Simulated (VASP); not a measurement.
Band structure of TlBiF$_{4}$ (space group P4/mmm). These are LDA (Ceperley-Alder, Perdew-Zunger) with spin-orbit coupling, VASP's LDA PAW potentials (set 64) (plane waves; VASP 6.6.1) values and carry that method's errors.

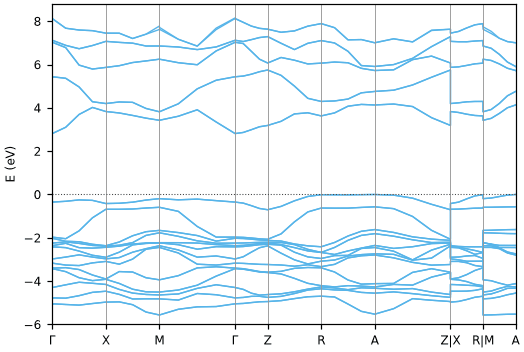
Bands along high-symmetry lines, zero at the valence-band maximum or, without a gap, the Fermi level

**Question.** Read the plot: is there a gap, and where are the band edges?

**Answer.** The gap is indirect, 2.81 eV, from the valence maximum at A to the conduction minimum at Γ.

The structure comes from a computed database's TlBiF4 entry (P4/mmm); how it stands against other phases isn't given here. It was relaxed first.
